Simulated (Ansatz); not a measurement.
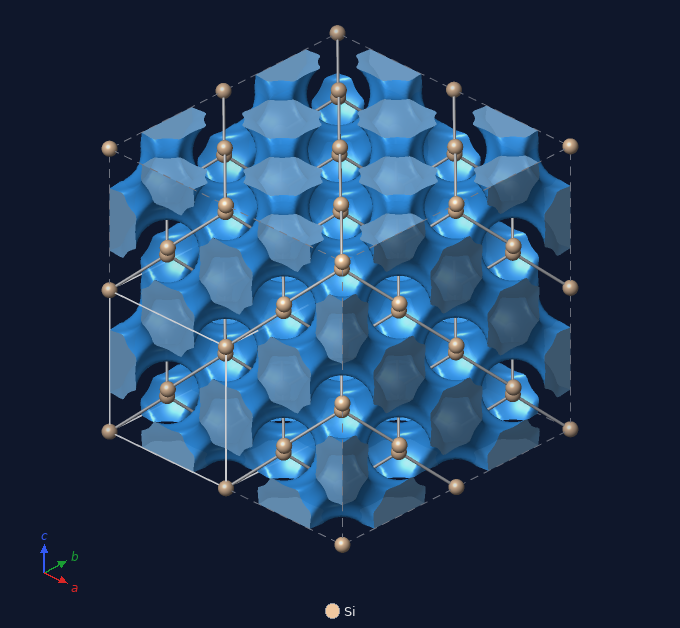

The blue surface encloses the points that the centre of a probe sphere of radius 0.35 Å can occupy in Si (Fd-3m), computed on a grid of about 0.15 Å (2×2×2 cells shown, view from a free direction; pale faces close the region where the box cuts it).

Hard-sphere model; touching radii (half the shortest distance): Si 1.19 Å.

The cell is taken from the input geometry of an electronic-structure calculation (not necessarily at equilibrium).

```
CELL_PARAMETERS angstrom
5.47097 0.00000 0.00000
0.00000 5.47097 0.00000
0.00000 0.00000 5.47097
ATOMIC_POSITIONS crystal
Si 0.50000 0.00000 0.50000
Si 0.25000 0.25000 0.25000
Si 0.50000 0.50000 0.00000
Si 0.25000 0.75000 0.75000
Si 0.00000 0.00000 0.00000
Si 0.75000 0.25000 0.75000
Si 0.00000 0.50000 0.50000
Si 0.75000 0.75000 0.25000
```

Q: Is the space open to the probe made of pockets or channels?

A: Where they connect, they form a three-dimensional network.

Q: What share of the cell can the probe's centre reach?

A: About 37 % of the volume (60 Å³ of 163.8 Å³).

Q: Give the largest included and the largest free sphere.

A: The largest sphere that fits anywhere has a diameter of 2.37 Å; the largest that can travel through the crystal, about 2.1 Å.

Q: How does the connectivity change as the probe shrinks?

A: Below a radius of about 1.05 Å the space forms a three-dimensional network. These are grid estimates, good to about 0.05 Å.
